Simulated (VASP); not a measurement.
Energy against volume of CsSnI3 (cubic perovskite). These are PW91 GGA, VASP's PBE PAW potentials (set 64) (plane waves; VASP 6.6.1) values and carry that method's errors.

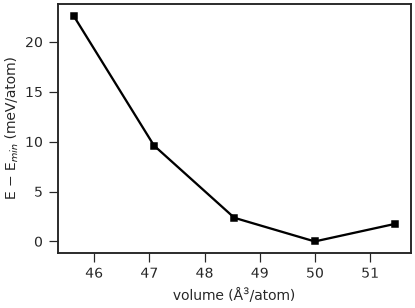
Figure: Energy against volume

Question: Estimate the equilibrium volume and the bulk modulus.

Answer: The minimum lies near 50.1 Å³/atom, and the curvature gives B0 of about 15 GPa.

The compound is CsSnI3 in the cubic perovskite structure, the ideal cubic form; the compound distorts at low or room temperature. It was relaxed first.
